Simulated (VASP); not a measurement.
**Cs3MgF6: the relaxed cell at several levels**

Aim: relax Cs3MgF6 with several functionals and dispersion schemes, and compare the cells. The levels: PBE, LDA, PBEsol, r2SCAN, PBE + D3(BJ), optPBE-vdW, TPSS + D4 and rev-vdW-DF2. The cell is invented: it takes the structure of a Materials Project entry for Cs2NaMgF6 (space group 225 there), with some of its atoms replaced by other elements, volume scaled by an estimate. It may not be a known or stable phase. LASPH is on for some levels and off for others; the table marks which.

Method: PBE; plane waves and PAW (Cs_sv, Mg, F), in the first sound run; inputs show where later runs differ, in VASP 6.6.1.

### Step 1. Set-up

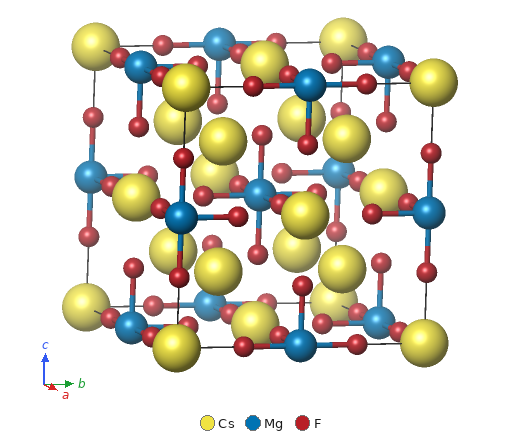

The cell as given, slightly off an axis (caesium yellow, magnesium blue, fluorine red). This picture shows the conventional cell, with its axes. Some periodic images of atoms are drawn too.

Structure file:

```xyz
10
Lattice="0.0000 4.6495 4.6495 4.6495 0.0000 4.6495 4.6495 4.6495 0.0000" Properties=species:S:1:pos:R:3 pbc="T T T"
Cs    0.0000    0.0000    0.0000
Cs    2.3247    2.3247    2.3247
Cs    6.9742    6.9742    6.9742
Mg    4.6495    4.6495    4.6495
F     6.7783    4.6495    4.6495
F     4.6495    2.5206    4.6495
F     4.6495    6.7783    4.6495
F     4.6495    4.6495    6.7783
F     4.6495    4.6495    2.5206
F     2.5206    4.6495    4.6495
```

### Step 2. Rough relaxation of the start cell

The start is only an estimate, so a cheap relaxation brings it near a minimum before any careful run. PBE, the usual starting point, adds the gradient of the density.

INCAR reads:

```
SYSTEM = Cs3MgF6
PREC = Normal
ENCUT = 520
EDIFF = 1E-05
NELM = 60
ISMEAR = -1
SIGMA = 0.05
LREAL = .FALSE.
ALGO = Fast
GGA = PE
NBANDS = 45
LORBIT = 11
LWAVE = .FALSE.
LCHARG = .FALSE.
KPAR = 2
NCORE = 2
IBRION = 2
NSW = 40
ISIF = 3
EDIFFG = -0.04
```

POSCAR reads:

```
Cs3MgF6
1.0
    0.0000000000      4.6494900000      4.6494900000
    4.6494900000      0.0000000000      4.6494900000
    4.6494900000      4.6494900000      0.0000000000
Cs Mg F
3 1 6
Direct
    0.0000000000      0.0000000000      0.0000000000
    0.2500000000      0.2500000000      0.2500000000
    0.7500000000      0.7500000000      0.7500000000
    0.5000000000      0.5000000000      0.5000000000
    0.2710660000      0.7289340000      0.7289340000
    0.2710660000      0.7289340000      0.2710660000
    0.7289340000      0.2710660000      0.7289340000
    0.7289340000      0.7289340000      0.2710660000
    0.2710660000      0.2710660000      0.7289340000
    0.7289340000      0.2710660000      0.2710660000
```

KPOINTS reads:

```
Automatic mesh
0
Gamma
3 3 3
0 0 0
```

Potentials, in the order of the species: Cs_sv, Mg and F (PBE family, release 64).

On the command line:

```sh
mpirun -np 4 vasp_std
```

What it wrote:

```text
[banner, memory and clock lines left out]
running    4 mpi-ranks, on    1 nodes
 distrk:  each k-point on    2 cores,    2 groups
 distr:  one band on    2 cores,    1 groups

 POSCAR found type information on POSCAR CsMgF
 POSCAR found :  3 types and      10 ions
 LDA part: xc-table for (Slater+PW92), standard interpolation
 POSCAR, INCAR and KPOINTS ok, starting setup
 FFT: planning ... GRIDC
 FFT: planning ... GRID_SOFT
 FFT: planning ... GRID
 WAVECAR not read
 entering main loop
       N       E                     dE             d eps       ncg     rms          rms(c)
DAV:   1     0.520333394468E+03    0.52033E+03   -0.35720E+04   360   0.142E+03
DAV:   2    -0.107950883031E+02   -0.53113E+03   -0.52266E+03   460   0.308E+02
DAV:   3    -0.456206493074E+02   -0.34826E+02   -0.34635E+02   408   0.856E+01
DAV:   4    -0.459434269088E+02   -0.32278E+00   -0.32235E+00   432   0.920E+00
DAV:   5    -0.459464493057E+02   -0.30224E-02   -0.30221E-02   414   0.862E-01    0.129E+01
RMM:   6    -0.407585727760E+02    0.51879E+01   -0.21663E+01   360   0.187E+01    0.399E+00
RMM:   7    -0.407598912164E+02   -0.13184E-02   -0.19370E+00   360   0.427E+00    0.259E+00
RMM:   8    -0.407151560320E+02    0.44735E-01   -0.53944E-01   360   0.341E+00    0.412E-01
RMM:   9    -0.407313283079E+02   -0.16172E-01   -0.15083E-01   366   0.114E+00    0.248E-01
RMM:  10    -0.407331266491E+02   -0.17983E-02   -0.19318E-02   361   0.532E-01    0.142E-01
RMM:  11    -0.407334067727E+02   -0.28012E-03   -0.55996E-03   370   0.236E-01    0.269E-02
RMM:  12    -0.407334782638E+02   -0.71491E-04   -0.76747E-04   367   0.929E-02    0.153E-02
RMM:  13    -0.407335238711E+02   -0.45607E-04   -0.19005E-04   301   0.421E-02    0.120E-02
RMM:  14    -0.407335262231E+02   -0.23520E-05   -0.73106E-05   290   0.283E-02
   1 F= -.40733526E+02 E0= -.40683223E+02  d E =-.407335E+02
 curvature:   0.00 expect dE= 0.000E+00 dE for cont linesearch  0.000E+00
 trial: gam= 0.00000 g(F)=  0.661E+00 g(S)=  0.655E-01 ort = 0.000E+00 (trialstep = 0.100E+01)
 search vector abs. value=  0.727E+00
 bond charge predicted
       N       E                     dE             d eps       ncg     rms          rms(c)
DAV:   1    -0.413429538332E+02   -0.60943E+00   -0.25345E+02   370   0.879E+01    0.463E+00
RMM:   2    -0.413986339119E+02   -0.55680E-01   -0.54540E+00   360   0.127E+01    0.227E+00
RMM:   3    -0.413105337499E+02    0.88100E-01   -0.94781E-01   360   0.514E+00    0.697E-01
RMM:   4    -0.412981256671E+02    0.12408E-01   -0.76337E-02   360   0.143E+00    0.323E-01
RMM:   5    -0.412967568574E+02    0.13688E-02   -0.39535E-02   360   0.919E-01    0.365E-01
RMM:   6    -0.412948006631E+02    0.19562E-02   -0.16541E-02   360   0.594E-01    0.117E-01
RMM:   7    -0.412946017224E+02    0.19894E-03   -0.12744E-03   360   0.155E-01    0.734E-02
RMM:   8    -0.412945300090E+02    0.71713E-04   -0.11434E-03   360   0.148E-01    0.322E-02
RMM:   9    -0.412945230695E+02    0.69395E-05   -0.69923E-05   291   0.317E-02
   2 F= -.41294523E+02 E0= -.41241831E+02  d E =-.560997E+00
[...]
3 F= -.41563508E+02 E0= -.41494850E+02  d E =-.829982E+00
[...]
4 F= -.41625878E+02 E0= -.41557682E+02  d E =-.892352E+00
[...]
5 F= -.41626147E+02 E0= -.41557703E+02  d E =-.892621E+00
 curvature:  -1.37 expect dE=-0.144E-01 dE for cont linesearch -0.775E-05
 trial: gam= 0.01164 g(F)=  0.811E-03 g(S)=  0.967E-02 ort = 0.203E-02 (trialstep = 0.133E+01)
 search vector abs. value=  0.106E-01
 bond charge predicted
       N       E                     dE             d eps       ncg     rms          rms(c)
DAV:   1    -0.418094821366E+02   -0.18333E+00   -0.36673E+00   370   0.100E+01    0.310E+00
RMM:   2    -0.416421653644E+02    0.16732E+00   -0.69743E-01   360   0.366E+00    0.602E-01
RMM:   3    -0.416351076717E+02    0.70577E-02   -0.58322E-02   360   0.976E-01    0.220E-01
RMM:   4    -0.416325490436E+02    0.25586E-02   -0.92050E-03   360   0.418E-01    0.780E-02
RMM:   5    -0.416325768133E+02   -0.27770E-04   -0.11023E-03   363   0.157E-01    0.363E-02
RMM:   6    -0.416325835249E+02   -0.67117E-05   -0.17450E-04   356   0.572E-02    0.172E-02
RMM:   7    -0.416325826210E+02    0.90398E-06   -0.30278E-05   258   0.256E-02
   6 F= -.41632583E+02 E0= -.41563454E+02  d E =-.643520E-02
 trial-energy change:   -0.006435  1 .order   -0.006906   -0.013991    0.000179
 step:   1.3109(harm=  1.3150)  dis= 0.00223  next Energy=   -41.632584 (dE=-0.644E-02)
 reached required accuracy - stopping structural energy minimisation
```

The job ended after 55 s (4 MPI ranks of Intel Xeon Platinum 8488C (Sapphire Rapids), shared host; peak memory 0.75 GiB; 3.6 min of CPU time).

Lines that name or quote the potential files are left out of all logs, and their timing lines are given in words.

From OUTCAR (step 2):

```text
ion  position               nearest neighbor table
   1  0.000  0.000  0.000-   5 2.52   6 2.52   7 2.52   8 2.52   9 2.52  10 2.52
   2  0.250  0.250  0.250-
   3  0.750  0.750  0.750-
   4  0.500  0.500  0.500-   5 2.13   6 2.13   7 2.13   8 2.13   9 2.13  10 2.13
   5  0.271  0.729  0.729-   4 2.13   1 2.52
   6  0.271  0.729  0.271-   4 2.13   1 2.52
   7  0.729  0.271  0.729-   4 2.13   1 2.52
   8  0.729  0.729  0.271-   4 2.13   1 2.52
   9  0.271  0.271  0.729-   4 2.13   1 2.52
  10  0.729  0.271  0.271-   4 2.13   1 2.52

  LATTYP: Found a face centered cubic cell.
 ALAT       =     9.2989800000

 Subroutine GETGRP returns: Found 48 space group operations
 (whereof 48 operations were pure point group operations)

The static configuration has the point symmetry O_h .

 Found      4 irreducible k-points:

   k-points           NKPTS =      4   k-points in BZ     NKDIM =      4   number of bands    NBANDS=     45

   dimension x,y,z NGX =    40 NGY =   40 NGZ =   40
   dimension x,y,z NGXF=    80 NGYF=   80 NGZF=   80

   ENCUT  =  520.0 eV  38.22 Ry    6.18 a.u.  12.23 12.23 12.23*2*pi/ulx,y,z

   NELECT =      71.0000    total number of electrons

 k-points in reciprocal lattice and weights: Automatic mesh
   0.00000000  0.00000000  0.00000000       0.037
   0.33333333  0.00000000  0.00000000       0.296
   0.33333333  0.33333333  0.00000000       0.222
  -0.33333333  0.33333333  0.00000000       0.444

 average (electrostatic) potential at core
       1 -49.2664       2 -50.1667       3 -50.1667       4 -38.5639       5 -78.0895
       6 -78.0895       7 -78.0895       8 -78.0895       9 -78.0895      10 -78.0895

 E-fermi :  -2.2836

 k-point     1 :       0.0000    0.0000    0.0000
  band No.  band energies     occupation
    ...
     32      -2.4949      1.97118
     33      -2.4949      1.97118
     34      -2.3557      1.61772
     35      -2.3557      1.61772
     36      -2.3557      1.61764
     37       4.1168      0.00000
     38       5.3981      0.00000
     39       5.3981      0.00000
     40       6.4828      0.00000
     41       6.4828      0.00000
    ...

 k-point     2 :       0.3333    0.0000    0.0000
  band No.  band energies     occupation
    ...
     32      -2.5382      1.98779
     33      -2.5382      1.98778
     34      -2.3917      1.79338
     35      -2.3547      1.61110
     36      -2.3547      1.61108
     37       5.0711      0.00000
     38       6.0046      0.00000
     39       6.0046      0.00000
     40       6.2033      0.00000
     41       6.3664      0.00000
    ...

 k-point     3 :       0.3333    0.3333    0.0000
  band No.  band energies     occupation
    ...
     32      -2.4818      1.96270
     33      -2.4818      1.96269
     34      -2.4007      1.82451
     35      -2.4007      1.82446
     36      -2.3615      1.65197
     37       5.2609      0.00000
     38       5.8465      0.00000
     39       5.8897      0.00000
     40       6.0686      0.00000
     41       6.3861      0.00000
    ...

  Total        0.0133268      0.0133268      0.0133268      0.0000000     -0.0000000      0.0000000
  in kB        0.0963974      0.0963974      0.0963974      0.0000000     -0.0000000      0.0000000
  external PRESSURE =       0.0963974 kB  Pullay stress =       0.0000000 kB

  energy-cutoff  :      520.00
  volume of cell :      221.50
      direct lattice vectors                 reciprocal lattice vectors
     0.000000000  4.802271461  4.802271461    -0.104117396  0.104117396  0.104117396
     4.802271461  0.000000000  4.802271461     0.104117396 -0.104117396  0.104117396
     4.802271461  4.802271461 -0.000000000     0.104117396  0.104117396 -0.104117396

 POSITION                                       TOTAL-FORCE (eV/Angst)
 -----------------------------------------------------------------------------------
      4.80227      4.80227      0.00000         0.000000     -0.000000      0.000000
      2.40114      2.40114      2.40114        -0.000000     -0.000000      0.000000
      7.20341      7.20341      7.20341         0.000000      0.000000     -0.000000
      4.80227      4.80227      4.80227         0.000000      0.000000      0.000000
      6.80316      4.80227      4.80227        -0.029045      0.000000      0.000000
      4.80227      2.80138      4.80227         0.000000      0.029045     -0.000000
      4.80227      6.80316      4.80227         0.000000     -0.029045      0.000000
      4.80227      4.80227      6.80316         0.000000      0.000000     -0.029045
      4.80227      4.80227      2.80138         0.000000      0.000000      0.029045
      2.80138      4.80227      4.80227         0.029045      0.000000     -0.000000
 -----------------------------------------------------------------------------------
    total drift:                               -0.000000     -0.000000      0.000000

  FREE ENERGIE OF THE ION-ELECTRON SYSTEM (eV)
  ---------------------------------------------------
  free  energy   TOTEN  =       -41.6325826210 eV

  energy  without entropy=      -41.4943251053  energy(sigma->0) =      -41.56345386

 reached required accuracy - stopping structural energy minimisation

 total charge
# of ion       s       p       d       tot
------------------------------------------
    1        1.840   4.712   0.050   6.603
    2        1.832   4.716   0.014   6.563
    3        1.832   4.716   0.014   6.563
    4        0.127   0.157   0.076   0.361
    5        1.742   4.315   0.000   6.057
    6        1.742   4.315   0.000   6.057
    7        1.742   4.315   0.000   6.057
    8        1.742   4.315   0.000   6.057
    9        1.742   4.315   0.000   6.057
   10        1.742   4.315   0.000   6.057
--------------------------------------------------
tot         16.084  40.194   0.155  56.433

[... 1 further part left out ...]
```

CONTCAR:

```
Cs3MgF6
   1.00000000000000
     0.0000000000000000    4.8022714614977549    4.8022714614977549
     4.8022714614977549    0.0000000000000000    4.8022714614977549
     4.8022714614977549    4.8022714614977549   -0.0000000000000000
  Cs              Mg              F
     3     1     6
Direct
     0.0000000000000000    0.0000000000000000    1.0000000000000000
     0.2500000000000000    0.2500000000000000    0.2500000000000000
     0.7500000000000000    0.7500000000000000    0.7500000000000000
     0.5000000000000000    0.5000000000000000    0.5000000000000000
     0.2916728892004544    0.7083271107995456    0.7083271107995456
     0.2916728892004544    0.7083271107995456    0.2916728892004544
     0.7083271107995456    0.2916728892004544    0.7083271107995456
     0.7083271107995456    0.7083271107995456    0.2916728892004543
     0.2916728892004543    0.2916728892004544    0.7083271107995456
     0.7083271107995456    0.2916728892004544    0.2916728892004544
```

This run has no spin polarisation. Its electron count is odd, so without a moment it is a metal by construction. The k-mesh is coarse for a metal. This relaxation is a rough one on cheap settings, only to bring the start near its minimum. After so large a change of volume the plane waves of the start cell no longer fit, so the final stress carries a basis-set error. The run keeps the 48 symmetry operations of its start, so it cannot find a distortion of lower symmetry.

Relaxation path:

```
step  energy less that of the first step (eV)  largest force (eV/Å)  pressure (GPa)  volume (Å³)
   1                                   0.0000                1.5112            1.70       201.02
   2                                  -0.5610                0.8658            0.78       207.28
   3                                  -0.8300                0.5068            0.78       222.46
   4                                  -0.8924                0.0308            0.50       217.60
   5                                  -0.8926                0.0529            0.60       217.94
   6                                  -0.8991                0.0290            0.01       221.50
```

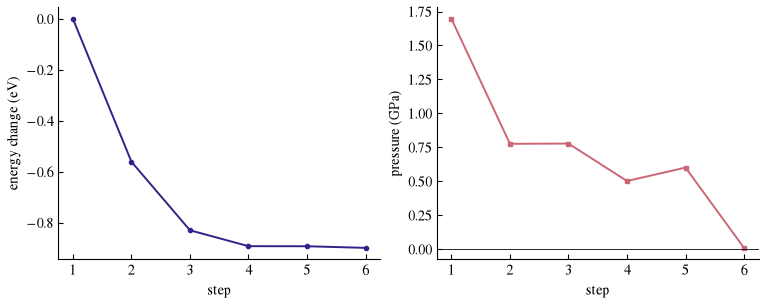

Energy and pressure along the relaxation.

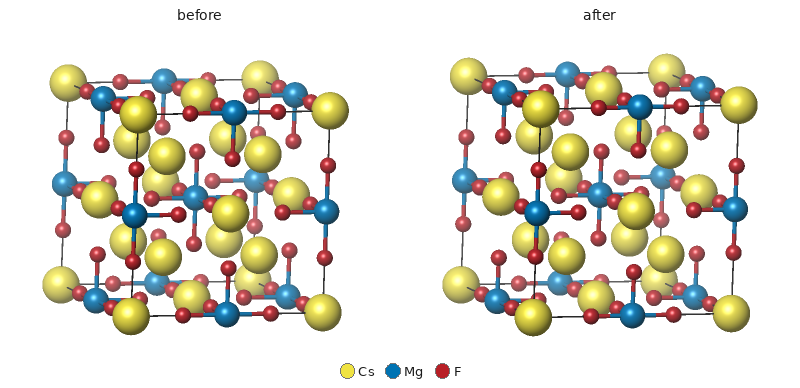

The structure before and after the relaxation, drawn at the same scale.

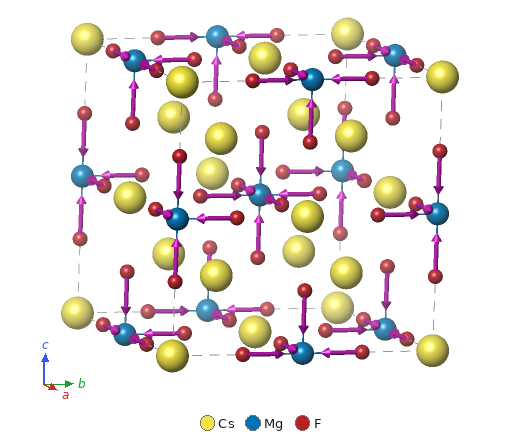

Displacements in the relaxation, exaggerated, measured against the changing cell; the longest in the cell stands for 0.20 Å. Some periodic images of atoms are drawn too.

```csv
"conventional cell, symmetrised",before,after,change
a (Å),9.299,9.605,+3.3 %
b (Å),9.299,9.605,+3.3 %
c (Å),9.299,9.605,+3.3 %
volume (Å³/atom),20.10,22.15,+10.2 %
```

The atoms that moved most (Å, as changes of fractional coordinates times the final cell):

| atom | dx | dy | dz | length |
| --- | --- | --- | --- | --- |
| F6 | 0.000 | 0.198 | 0.000 | 0.198 |
| F9 | 0.000 | 0.000 | 0.198 | 0.198 |
| F10 | 0.198 | 0.000 | 0.000 | 0.198 |
| F8 | 0.000 | 0.000 | -0.198 | 0.198 |
| F5 | -0.198 | 0.000 | 0.000 | 0.198 |
| F7 | 0.000 | -0.198 | 0.000 | 0.198 |

The relaxed structure:

```xyz
10
Lattice="0.0000 4.8023 4.8023 4.8023 0.0000 4.8023 4.8023 4.8023 0.0000" Properties=species:S:1:pos:R:3 pbc="T T T"
Cs    0.0000    0.0000    0.0000
Cs    2.4011    2.4011    2.4011
Cs    7.2034    7.2034    7.2034
Mg    4.8023    4.8023    4.8023
F     6.8032    4.8023    4.8023
F     4.8023    2.8014    4.8023
F     4.8023    6.8032    4.8023
F     4.8023    4.8023    6.8032
F     4.8023    4.8023    2.8014
F     2.8014    4.8023    4.8023
```

This step gave:

```
electrons                       : 71
bands                           : 45
irreducible k-points            : 4
symmetry operations             : 48
free energy (TOTEN)             : -41.63 eV
energy at zero smearing         : -41.56 eV
Fermi energy                    : -2.284 eV
pressure                        : 0.009640 GPa
metallic                        : yes
SCF cycles over all ionic steps : 55
```

It ends with a largest force of 0.029 eV/Å and a pressure of 0.01 GPa.

[end of part 1 of 5]

[Lines on the potential files, build, host, timing and source positions are cut from VASP's logs without a mark.]

[Logs are printed without paths, hosts, clocks, repeated set-up lines and the standing remarks that a program may print on its own settings, such as how far it seeks lower states.]

[Hosts, paths, dates, database ids (printed as entryN), source tags and the programs' standing remarks are cut or masked in the printed files.]

[A measured line is paired with the nearest computed mode of its activity, which favours agreement.]
